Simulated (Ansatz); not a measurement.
# 3-layer 1T-VSSe (AA) in a perpendicular field, part 2 of 3

Wanted: the out-of-plane response of the 3-layer 1T-VSSe (AA). A positive field points along +c.

Ansatz 0.2.0; plane-wave DFT, LDA+U, Ansatz PAW.

So far. Step 2 (Relaxing the slab): The lattice constant a goes from 3.250 to 3.329 Å.

## Step 3: Single point, field 0

A sawtooth potential applies the field, turning back in the middle of the vacuum. With the dipole correction the typed value is the field outside the slab. The induced dipole is small, so the SCF threshold is tight.

The cell differs from the one that the last finished run ended in (c 63.398 → 32.640 Å).

Contents of input.yaml:

```yaml
crystal:
  lattice:
    - [3.328875269, 0.0, 0.0]
    - [-1.6644376345, 2.882890549, 0.0]
    - [0.0, 0.0, 32.6403892701]
  atoms:
    - { symbol: Se, position: [0.6666666667, 0.3333333333, 0.2757320057], spin: -0.2 }
    - { symbol: V, position: [0.0, 0.0, 0.3270059935], spin: 1.59 }
    - { symbol: S, position: [0.3333333333, 0.6666666667, 0.367913076], spin: -0.16 }
    - { symbol: Se, position: [0.6666666667, 0.3333333333, 0.4542840836], spin: -0.21 }
    - { symbol: V, position: [0.0, 0.0, 0.5052562717], spin: 1.58 }
    - { symbol: S, position: [0.3333333333, 0.6666666667, 0.5462279244], spin: -0.17 }
    - { symbol: Se, position: [0.6666666667, 0.3333333333, 0.6323375677], spin: -0.22 }
    - { symbol: V, position: [0.0, 0.0, 0.6833941515], spin: 1.57 }
    - { symbol: S, position: [0.3333333333, 0.6666666667, 0.7242679943], spin: -0.16 }
magnetization:
  spin_polarized: true
kpoints:
  mp_grid: { grid: [18, 18, 1] }
  band_path:
    path: [[0, 0, 0], [0.5, 0, 0], [0.33333333, 0.33333333, 0], [0, 0, 0]]
    npoints: 16
hamiltonian:
  xc: lda
  hubbard: { sites: [{ species: V, l: d, u_eff: 4.0 }] }
scf:
  occupations: { method: fermi_dirac, width: 0.05 }
  convergence: { dr2_threshold: 1.0e-10 }
efield:
  axis: 3
  dipole_correction: true
  ramp_position: 0.97
  ramp_width: 0.06
  amplitude: 0
output:
  dos: { projected: true, e_range: [-6, 5] }
  bader: true
  write_potential: true
  write_density: true
  volumetric_format: npy
  elf: true
```

On the command line:

```sh
$ ansatz run input.yaml --threads 8 --pin off --max-ram 12288MiB --backend cpu --events-out ev --progress --plain --runs-dir out
```

Numbers of over 12 decimals in the logs are rounded to 6 here.

The log of the run:

```text
[...]
Crystal: 9 atoms, lattice volume = 313.243 Å³
Basis set: ecut = 420 eV, 6205 PW (Γ)
Bands: 67, of which v1, the nominal top of the filled ones, is band 53 counted from 1 (52 counted from 0)
Symmetry: 6 space group operations
k-points: 37 of 324 (time reversal used)
[...]
Starting moments: Σ|m| = 5.86 μB on 9 of 9 sites
[...]
SCF iter   1: F=—  HF=-27334.954627 eV  |F-HF|=—  |Δ(HF+E_count)|=         —  Δρ=3.05e-2 (↑3.05e-2 ↓2.14e-2)  dr2=7.18e0  dr2_m=5.68e-1  M=3.190 μB ∫|m|=5.619 μB  β_m=0.30  ethr=3.10e-3  p=-0.000 e·Å  D=-9.05e-7 V/Å  ΔV_dip=0.00 eV  dr2_dipole=1.15e-1  V_vac-E_F(+/−)=6.66/6.66 eV  ⟨swp⟩=8.8  Hψ=21249  notcnv=0  defer=10
efield: sawtooth ramp at fractional position 0.9700 (set: `efield.ramp_position`, or a place that a band, a saddle search or an elastic batch's reference lends), width 0.0600; the density the first Hamiltonian is built on has a dipole p = -0.000 e·Å; the dipole correction subtracts the counter field D = -9.05e-7 V/Å, which shifts the + side's vacuum level by +0.00 eV against the − side's; the planar-averaged density in the ramp window peaks in size at 6.4e-6 e/Å³
[...]
SCF iter   2: F=—  HF=-27334.309163 eV  |F-HF|=—  |Δ(HF+E_count)|=   6.45e-1  Δρ=1.47e-2 (↑1.47e-2 ↓1.29e-2)  dr2=4.51e0  dr2_m=2.58e-1  M=3.745 μB ∫|m|=6.658 μB  β_m=1.00  ethr=3.10e-3  p=-0.000 e·Å  D=-9.11e-7 V/Å  ΔV_dip=0.00 eV  dr2_dipole=5.80e-1  V_vac-E_F(+/−)=7.22/7.22 eV  ⟨swp⟩=2.7  Hψ=8105  notcnv=0  defer=296  κ⁻¹=1.0e0(r=1)
[...]
SCF iter   8: F=—  HF=-27403.643188 eV  |F-HF|=—  |Δ(HF+E_count)|=    6.93e1  Δρ=1.48e-1 (↑1.37e-1 ↓1.48e-1)  dr2=7.88e3  dr2_m=4.98e0  M=1.059 μB ∫|m|=1.940 μB  β_m=1.20  ethr=2.81e-3  p=-0.670 e·Å  D=-3.87e-1 V/Å  ΔV_dip=12.63 eV  dr2_dipole=6.33e3  V_vac-E_F(+/−)=9.77/-2.87 eV  ⟨swp⟩=13.8  Hψ=26720  notcnv=0  defer=378  κ⁻¹=1.0e0(r=1)
density mixer auto → broyden: no gap read (density of states about μ 1.47 of a free-electron gas's, 64 screened modes)
SCF iter   9: F=—  HF=-27339.217006 eV  |F-HF|=—  |Δ(HF+E_count)|=    6.44e1  Δρ=7.68e-2 (↑7.68e-2 ↓1.43e-2)  dr2=2.76e2  dr2_m=3.51e0  M=4.926 μB ∫|m|=6.935 μB  β_m=1.20  ethr=2.81e-3  p=0.104 e·Å  D=6.00e-2 V/Å  ΔV_dip=-1.96 eV  dr2_dipole=3.59e1  V_vac-E_F(+/−)=4.01/5.96 eV  ⟨swp⟩=4.6  Hψ=9952  notcnv=0  defer=309  κ⁻¹=4.8e-3(r=2)
[...]
SCF iter  94: F=-27334.945664 eV  HF=-27334.945664 eV  |F-HF|=2.00e-10  |Δ(HF+E_count)|=  6.44e-10  Δρ=3.10e-8 (↑3.10e-8 ↓1.06e-8)  dr2=2.94e-11  dr2_m=3.58e-13  M=4.168 μB ∫|m|=7.154 μB  ethr=1.00e-12  p=-0.022 e·Å  D=-1.26e-2 V/Å  ΔV_dip=0.41 eV  dr2_dipole=1.07e-11  V_vac-E_F(+/−)=6.35/5.94 eV  ⟨swp⟩=1.6  Hψ=10913  notcnv=0
SCF 1 converged in 94 iterations: F = -27334.945664 eV  dr2 = 2.94e-11
[...]
Symmetry: 2 space group operations
k-points: 91 of 324 (time reversal used)
[...]
SCF iter   1: F=—  HF=-27334.945664 eV  |F-HF|=—  |Δ(HF+E_count)|=         —  Δρ=3.09e-8 (↑3.09e-8 ↓1.05e-8)  dr2=2.92e-11  dr2_m=3.55e-13  M=4.168 μB ∫|m|=7.154 μB  ethr=1.00e-12  p=-0.022 e·Å  D=-1.26e-2 V/Å  ΔV_dip=0.41 eV  dr2_dipole=1.07e-11  V_vac-E_F(+/−)=6.35/5.94 eV  ⟨swp⟩=1.6  Hψ=56708  notcnv=0
efield: sawtooth ramp at fractional position 0.9700 (kept from the solve that this one continues, or follows in the run), width 0.0600; the density the first Hamiltonian is built on has a dipole p = -0.022 e·Å; the dipole correction subtracts the counter field D = -1.26e-2 V/Å, which shifts the + side's vacuum level by +0.41 eV against the − side's; the planar-averaged density in the ramp window peaks in size at 5.9e-6 e/Å³
[...]
SCF iter   2: F=—  HF=-27334.945553 eV  |F-HF|=—  |Δ(HF+E_count)|=   1.11e-4  Δρ=9.56e-5 (↑9.56e-5 ↓3.81e-5)  dr2=1.55e-4  dr2_m=3.46e-6  M=4.167 μB ∫|m|=7.152 μB  ethr=9.52e-7  p=-0.021 e·Å  D=-1.22e-2 V/Å  ΔV_dip=0.40 eV  dr2_dipole=3.73e-5  V_vac-E_F(+/−)=6.34/5.94 eV  ⟨swp⟩=1.0  Hψ=35580  notcnv=0
[...]
SCF iter   9: F=-27334.945664 eV  HF=-27334.945664 eV  |F-HF|=1.06e-10  |Δ(HF+E_count)|=  2.18e-11  Δρ=1.14e-8 (↑1.14e-8 ↓2.63e-9)  dr2=1.37e-11  dr2_m=7.69e-14  M=4.168 μB ∫|m|=7.154 μB  ethr=1.00e-12  p=-0.022 e·Å  D=-1.26e-2 V/Å  ΔV_dip=0.41 eV  dr2_dipole=9.01e-12  V_vac-E_F(+/−)=6.35/5.94 eV  ⟨swp⟩=1.0  Hψ=25116  notcnv=0
an SCF along what the orbitals of the run's state read of its open shells (or to have them read: on a GPU, or by another smearing), with 4 of the crystal's symmetry operations given up (91 k-points in place of 37), reached no lower state that the run goes on to. This is no proof of a minimum
[...]
this state was not tested for a lower state beside it, because the mixer in use, unlike msr1, does not test its closes by its own steps (another_mixer; see scf.mixing.algorithm and scf.lower_state_search)
NSCF: frozen V_eff on 49 k-points
[...]
SCF converged after 94 iterations
Magnetization: 4.1683 μB (54.5842 up, 50.4158 down)
Absolute magnetization: 7.1143 μB (∫|ρ↑−ρ↓|, with the PAW one-centre terms)
[...]
Per-site moments (μB) at R_I (Å): [(-0.196854, 1.051248), (1.597780, 0.965340), (-0.158319, 0.965340), (-0.213063, 1.048584), (1.580652, 0.965837), (-0.166608, 0.965837), (-0.217131, 1.049328), (1.568156, 0.965085), (-0.155675, 0.965085)]
Free energy (F): -27334.945664 eV
[...]
Internal energy: -27334.909179 eV  (E = F + TS)
E sigma→0 (E₀):  -27334.927422 eV
Entropy (-TS):   -0.036485 eV (-4.054 meV/atom)
Fermi energy:    2.123901 eV
Dipole field:    D = -0.012602 V/Å  (p = -0.021815 e·Å, saw-weighted, corrected)
Work function:   Φ+ = 6.3506 eV   Φ− = 5.9393 eV
Levels:          The Fermi level and band energies are counted from a zero that moves with the ramp; work functions are not
[...]
--- Band table (eV; the first three rows and the last of 74) ---
  k-point 0 ↑: bands = [... 49 lower, 0.8835, 1.7944, 3.1666, 3.1666, 3.2763, 3.2763, 3.3296, 3.3350, ... 10 higher]
  k-point 1 ↑: bands = [... 49 lower, 1.0139, 1.8380, 2.8255, 2.9269, 2.9789, 3.1583, 3.2711, 3.3349, ... 10 higher]
  k-point 2 ↑: bands = [... 49 lower, 1.2252, 1.9016, 2.2549, 2.3693, 2.4406, 3.1210, 3.2420, 3.3190, ... 10 higher]
  k-point 36 ↓: bands = [... 49 lower, 0.3683, 0.4728, 5.0163, 5.0406, 5.0582, 5.3901, 5.4654, 5.5462, ... 10 higher]
Occupation matrices written to <dir>
--- Bader charges: 9 sites ---
  site symbol  charge [e]  shift [e]    m [muB]
     0     Se     -0.5712     0.0002    -0.2338
     1      V      1.3319     0.0015     1.7947
     2      S     -0.7903     0.0012    -0.1322
     3     Se     -0.5404     0.0003    -0.2529
     4      V      1.3259     0.0015     1.7740
     5      S     -0.7838     0.0012    -0.1451
     6     Se     -0.5392     0.0003    -0.2591
     7      V      1.3351     0.0014     1.7598
     8      S     -0.7680     0.0012    -0.1370
  estimated error of the sums over rays = 5.2e-4 e
```

Wall time 12 min (8 threads of Arm Neoverse V2, shared host); peak memory 8.3 GiB; 90 min of CPU time.

Numbers from this step:

| Quantity | Value |
| --- | --- |
| energy at zero smearing | -27334.9274 eV |
| total moment | 4.168 μB |
| work function, upper face | 6.351 eV |
| work function, lower face | 5.939 eV |
| dipole along the normal | -0.02182 e·Å |
| step between the vacuum levels | 0.4113 eV |

Running mean over a fixed 2.8 Å (it still follows the layers) of the planar mean; the ramp of the sawtooth is left out. Table of electron's electrostatic potential energy less the Fermi level by z:

```
z (Å)  electron's electrostatic potential energy less the Fermi level (eV)
  5.0                                                                 5.94
  7.5                                                                 3.28
 10.0                                                                -5.64
 12.5                                                                -1.64
 15.0                                                                -3.23
 17.5                                                                -5.24
 20.0                                                               -0.271
 22.5                                                                -6.51
 25.0                                                                 3.07
 27.5                                                                 6.35
```

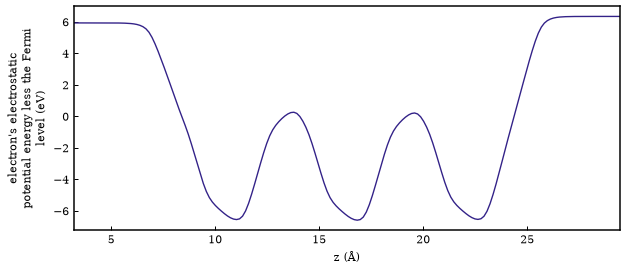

Electron's electrostatic potential energy less the Fermi level against z.

The density of states has structure finer than the step of the table below, so its rows give means over 0.5 eV, whole bins alone (the curve runs from -6 to 1.99 eV). Peaks (eV: height): total -4.32: 11.3, -2.77: 16.2, -2.44: 14.2, -2.33: 14.4, -1.86: 14.4, 1.58: 12.2, 1.64: 15.2; up -2.77: 10.5, -2.44: 9.32, -2.33: 8.28, -1.92: 8.40, 1.58: 12.2, 1.64: 15.2, 1.72: 9.35; down -3.85: 6.95, -2.77: 5.67, -2.33: 6.08, -2.14: 6.66, -2.03: 6.52, -1.81: 7.70, -1.62: 8.04.

The density of states by energy, zero at the Fermi level; means over each step; values in states/eV a cell:

| energy (eV) | total | up | down |
| --- | --- | --- | --- |
| -5.5 | 1.33 | 1.33 | 7.6e-4 |
| -5.0 | 3.55 | 2.23 | 1.32 |
| -4.5 | 7.19 | 4.03 | 3.16 |
| -4.0 | 6.78 | 2.75 | 4.04 |
| -3.5 | 4.87 | 2.60 | 2.28 |
| -3.0 | 8.25 | 5.52 | 2.73 |
| -2.5 | 10.6 | 6.36 | 4.26 |
| -2.0 | 11.7 | 5.77 | 5.91 |
| -1.5 | 8.42 | 3.43 | 4.99 |
| -1.0 | 6.49 | 3.23 | 3.26 |
| -0.5 | 5.98 | 3.86 | 2.12 |
| 0.0 | 4.65 | 3.61 | 1.05 |
| 0.5 | 2.60 | 2.03 | 0.573 |
| 1.0 | 1.38 | 1.22 | 0.157 |
| 1.5 | 5.29 | 5.25 | 0.0389 |

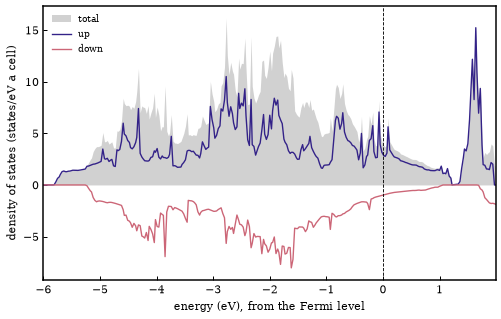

Density of states against energy. Down spins are drawn negative.

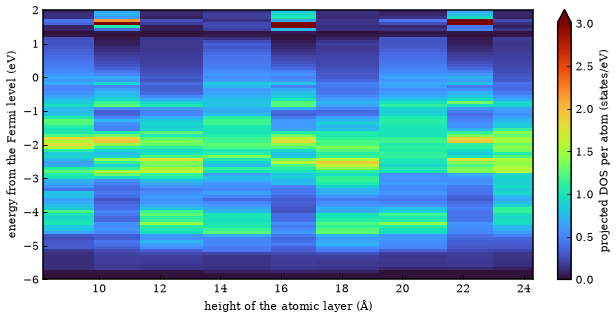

Projected DOS per atom over height of the atomic layer and energy from the Fermi level. Layers: Se V S Se V S Se V S from below.

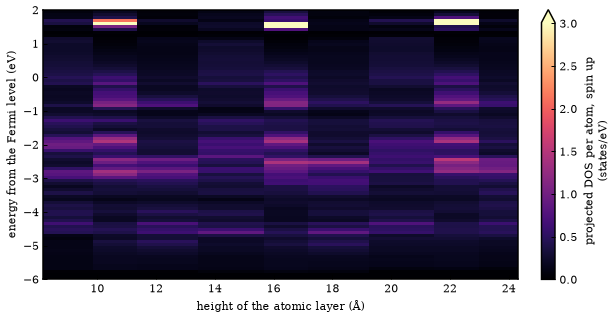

Projected DOS per atom, spin up over height of the atomic layer and energy from the Fermi level. Layers: Se V S Se V S Se V S from below.

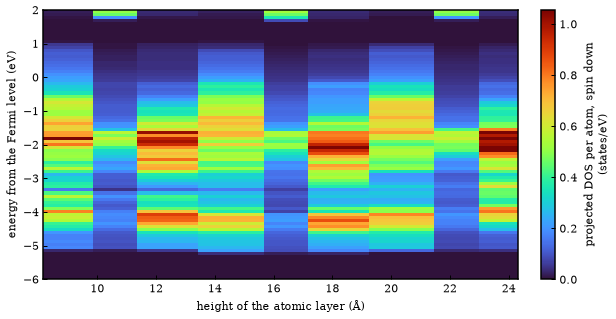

Projected DOS per atom, spin down over height of the atomic layer and energy from the Fermi level. Layers: Se V S Se V S Se V S from below.

Deep bands are left out, so band numbers here count from the lowest band kept and differ from the log's. Electronic bands along the path, in eV, zero at the Fermi level; # counts the bands kept:

```csv
point,up #19,up #21,up #22,up #24,down #14,down #15,down #17,down #18
Γ,1.04,1.15,1.15,1.21,0.89,1.00,1.06,1.06
M,-0.81,-0.73,-0.28,-0.21,-1.63,-1.23,-0.67,-0.57
K,-0.45,-0.20,-0.20,0.05,-2.01,-1.87,-1.76,-1.65
Γ,1.04,1.15,1.15,1.21,0.89,1.00,1.06,1.06
```

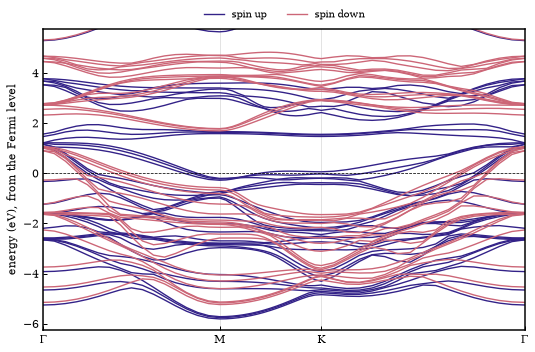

Electronic bands along the path; the two colours are the two spins.

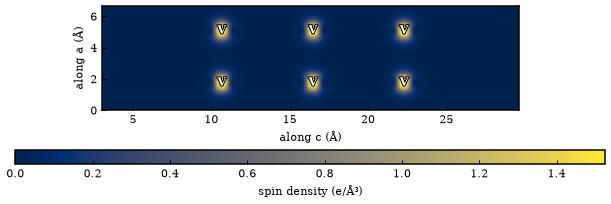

Spin density in the ca plane at fractional y = 0.000, with atoms of V within 0.2 Å of it. The map starts off the cell's origin, so that atoms lie inside it. The far vacuum is left out of the map.

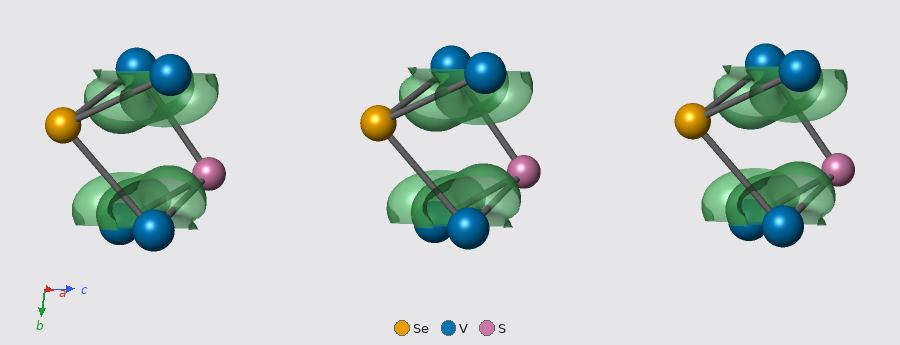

Surface of spin density = 0.059 e/Å³, which holds about 70 % of the integral of its size.

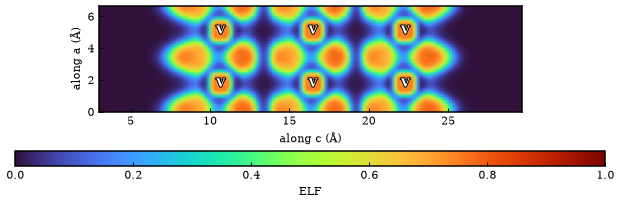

ELF in the ca plane at fractional y = 0.000, with atoms of V within 0.2 Å of it. It is the smooth field of the valence electrons, not physical close to the nuclei. The map starts off the cell's origin, so that atoms lie inside it. The far vacuum is left out of the map.

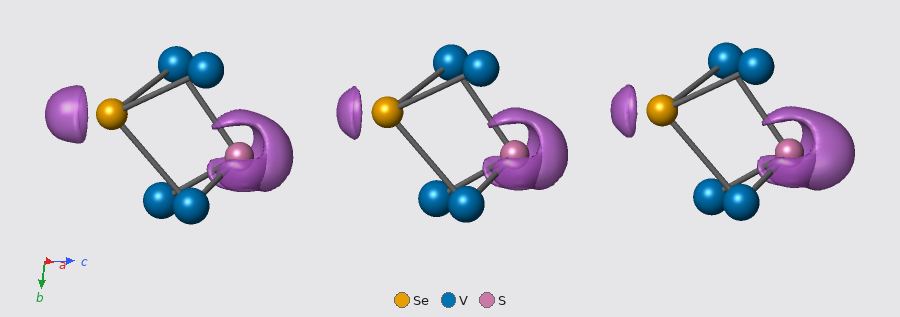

Surface of ELF = 0.85.

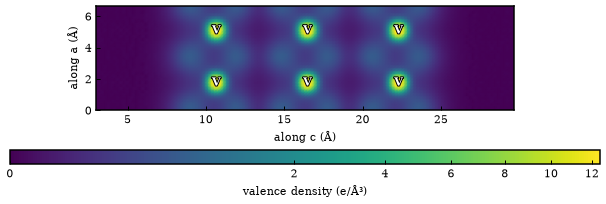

Valence density in the ca plane at fractional y = 0.000, with atoms of V within 0.2 Å of it. It is the smooth field of the valence electrons, not physical close to the nuclei. The map starts off the cell's origin, so that atoms lie inside it. The colour scale is stretched toward low values. The far vacuum is left out of the map.

The work function of the upper face is 6.35 eV.

## Step 4: Single point, field 0.05 V/Å

Edit input.yaml of step 3 so:

```diff
@@ -33,6 +33,4 @@
   ramp_width: 0.06
-  amplitude: 0
+  amplitude: 0.05
 output:
-  dos: { projected: true, e_range: [-6, 5] }
-  bader: true
   write_potential: true
@@ -40,2 +38 @@
   volumetric_format: npy
-  elf: true
```

The log of the run:

```text
[...]
Crystal: 9 atoms, lattice volume = 313.243 Å³
Basis set: ecut = 420 eV, 6205 PW (Γ)
Bands: 67, of which v1, the nominal top of the filled ones, is band 53 counted from 1 (52 counted from 0)
Symmetry: 6 space group operations
k-points: 37 of 324 (time reversal used)
[...]
Starting moments: Σ|m| = 5.86 μB on 9 of 9 sites
[...]
k-point 1 ↑: bands = [... 49 lower, 1.0112, 1.8358, 2.8236, 2.9252, 2.9772, 3.1564, 3.2689, 3.3330, ... 10 higher]
  k-point 2 ↑: bands = [... 49 lower, 1.2225, 1.8993, 2.2529, 2.3673, 2.4391, 3.1190, 3.2398, 3.3171, ... 10 higher]
  k-point 36 ↓: bands = [... 49 lower, 0.3652, 0.4731, 5.0145, 5.0383, 5.0565, 5.3877, 5.4623, 5.5438, ... 10 higher]
Occupation matrices written to <dir>
[key lines of the parts left out:]
SCF converged after 91 iterations
Magnetization: 4.1675 μB (54.5837 up, 50.4163 down)
Free energy (F): -27334.945684 eV
Fermi energy:    2.121998 eV
Dipole field:    D = 0.013074 V/Å  (p = 0.022632 e·Å, saw-weighted, corrected)
```

It took 11 min on 8 threads; peak memory 8.2 GiB; 90 min of CPU time.

The dipole is 0.0226 e·Å, 0.0444 e·Å from its value without field.

## Step 5: Atoms held, field -0.05 V/Å

Edit input.yaml of step 4 so:

```diff
@@ -33,3 +33,3 @@
   ramp_width: 0.06
-  amplitude: 0.05
+  amplitude: -0.05
 output:
```

The log of the run:

```text
[...]
Crystal: 9 atoms, lattice volume = 313.243 Å³
Basis set: ecut = 420 eV, 6205 PW (Γ)
Bands: 67, of which v1, the nominal top of the filled ones, is band 53 counted from 1 (52 counted from 0)
Symmetry: 6 space group operations
k-points: 37 of 324 (time reversal used)
[...]
Starting moments: Σ|m| = 5.86 μB on 9 of 9 sites
[...]
k-point 1 ↑: bands = [... 49 lower, 1.0165, 1.8402, 2.8274, 2.9284, 2.9805, 3.1602, 3.2731, 3.3366, ... 10 higher]
  k-point 2 ↑: bands = [... 49 lower, 1.2278, 1.9038, 2.2567, 2.3711, 2.4421, 3.1228, 3.2440, 3.3207, ... 10 higher]
  k-point 36 ↓: bands = [... 49 lower, 0.3714, 0.4725, 5.0180, 5.0428, 5.0597, 5.3924, 5.4684, 5.5485, ... 10 higher]
Occupation matrices written to <dir>
[key lines of the parts left out:]
SCF converged after 91 iterations
Magnetization: 4.1692 μB (54.5846 up, 50.4154 down)
Free energy (F): -27334.947866 eV
Fermi energy:    2.125689 eV
Dipole field:    D = -0.038279 V/Å  (p = -0.066264 e·Å, saw-weighted, corrected)
```

The job ended after 11 min (8 threads; peak memory 8.2 GiB).

The dipole is -0.0663 e·Å, -0.0444 e·Å from its value without field.

## Step 6: Atoms held, field 0.1 V/Å

Edit input.yaml of step 5 so:

```diff
@@ -31,5 +31,5 @@
   dipole_correction: true
-  ramp_position: 0.97
-  ramp_width: 0.06
-  amplitude: -0.05
+  ramp_position: 0.9617
+  ramp_width: 0.072
+  amplitude: 0.1
 output:
```

The log of the run:

```text
[...]
Crystal: 9 atoms, lattice volume = 313.243 Å³
Basis set: ecut = 420 eV, 6205 PW (Γ)
Bands: 67, of which v1, the nominal top of the filled ones, is band 53 counted from 1 (52 counted from 0)
Symmetry: 6 space group operations
k-points: 37 of 324 (time reversal used)
[...]
Starting moments: Σ|m| = 5.86 μB on 9 of 9 sites
[...]
k-point 1 ↑: bands = [... 49 lower, 1.0130, 1.8380, 2.8261, 2.9280, 2.9800, 3.1589, 3.2712, 3.3357, ... 10 higher]
  k-point 2 ↑: bands = [... 49 lower, 1.2242, 1.9015, 2.2554, 2.3697, 2.4420, 3.1215, 3.2421, 3.3198, ... 10 higher]
  k-point 36 ↓: bands = [... 49 lower, 0.3665, 0.4779, 5.0172, 5.0404, 5.0593, 5.3897, 5.4637, 5.5459, ... 10 higher]
Occupation matrices written to <dir>
[key lines of the parts left out:]
SCF converged after 92 iterations
Magnetization: 4.1666 μB (54.5833 up, 50.4167 down)
Free energy (F): -27334.947927 eV
Fermi energy:    2.124577 eV
Dipole field:    D = 0.038748 V/Å  (p = 0.067077 e·Å, saw-weighted, corrected)
```

Elapsed: 11 min, on 8 threads; peak memory 8.3 GiB; 85 min of CPU time.

The dipole is 0.0671 e·Å, 0.0889 e·Å from its value without field.

[end of part 2 of 3]

[Logs are printed without paths, hosts, clocks, repeated set-up lines and the standing remarks that a program may print on its own settings, such as how far it seeks lower states.]

[Hosts, paths, dates, database ids (printed as entryN), source tags and the programs' standing remarks are cut or masked in the printed files.]

[Maps of the electrostatic potential energy from Ansatz leave out the sawtooth potential of an applied field or a dipole correction, so their vacuum need not be flat; planar profiles and work functions include it.]
